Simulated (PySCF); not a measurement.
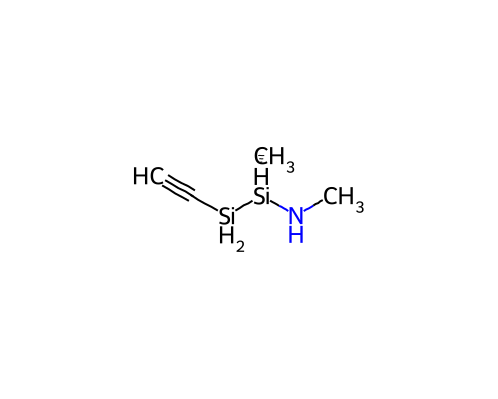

The geometry was computed by an optimisation with GFN2-xTB. No frequency run is at hand to confirm it as a minimum. Method: PBE0/def2-SVPD, gas phase (PySCF 2.14.0). Excitations: vertical, linear response.

What is the brightest of the 8 lowest singlets?

Answer. 6.06 eV.

Give the HOMO energy (Kohn–Sham orbital) at this level.

Answer. −6.53 eV.

What is the lowest vertical singlet excitation?

Answer. 5.04 eV.

Give the HOMO–LUMO gap at this level.

Answer. 6.20 eV.

The geometry is semi-empirical. Around Si such bond lengths and angles can be off by a tenth of an ångström or more and by several degrees, and values that hang on the shape move with them.
